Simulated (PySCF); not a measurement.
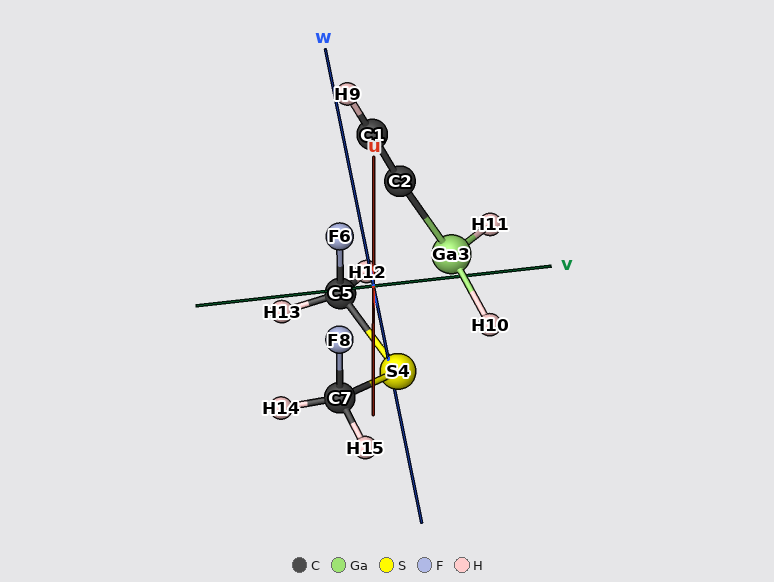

The lines u, v and w are the principal axes of the static dipole polarisability. Computed geometry: GFN2-xTB optimisation. No frequency run is at hand to confirm it as a minimum. Method: CAM-B3LYP/def2-SVPD (PySCF 2.14.0).

Question. Along which axis is the molecule most polarisable, and along which least?

Answer. Most along w (nearly parallel to the C5–F6 bond), least along v.

Question. Give the three principal values.

Answer. u 92.6, v 86.7, w 119.1 bohr³; mean 99.4, anisotropy 29.9 bohr³.

The geometry is semi-empirical. Around Ga such bond lengths and angles can be off by a tenth of an ångström or more and by several degrees, and values that hang on the shape move with them.
